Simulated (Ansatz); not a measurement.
```yaml
atoms:
  - { symbol: Si, position_ang: [-1.0980, 0.2031, -0.6753] }
  - { symbol: C, position_ang: [0.3379, -0.8170, 0.0809] }
  - { symbol: S, position_ang: [1.5381, 0.1480, 1.0197] }
  - { symbol: H, position_ang: [-1.9675, -0.7463, -1.3965] }
  - { symbol: H, position_ang: [-0.4516, 1.2041, -1.5565] }
  - { symbol: H, position_ang: [-1.7626, 0.8628, 0.4734] }
  - { symbol: H, position_ang: [-0.0051, -1.5772, 0.7894] }
  - { symbol: H, position_ang: [0.9411, -1.3305, -0.6740] }
  - { symbol: H, position_ang: [0.7043, 0.8899, 1.7869] }
  - { symbol: H, position_ang: [1.7635, 1.1631, 0.1520] }
```

Geometry: PBE0-D4/def2-TZVP.

Computed with RKS PBE0-D4/def2-TZVPP in Ansatz 0.2.0.

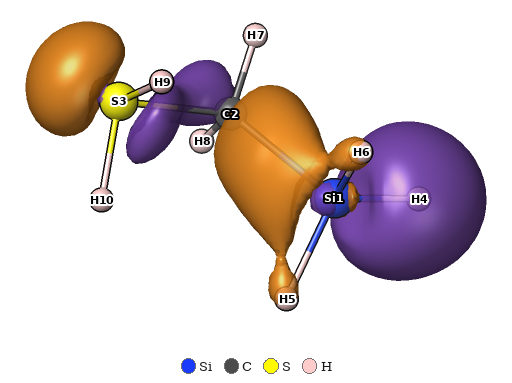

CH7SSi (SMILES [SiH3]C[SH2+]) (charge +1). One frontier orbital at ±0.15 Å⁻³ᐟ² (orange and purple are the two phases), seen at an oblique angle.

Question: Which orbital is it: HOMO or LUMO?

Answer: The HOMO, at −14.31 eV. By Hirshfeld shares it lies mainly on Si1 (about 35 %), H4 (about 30 %), S3 (about 15 %) and C2 (about 15 %).
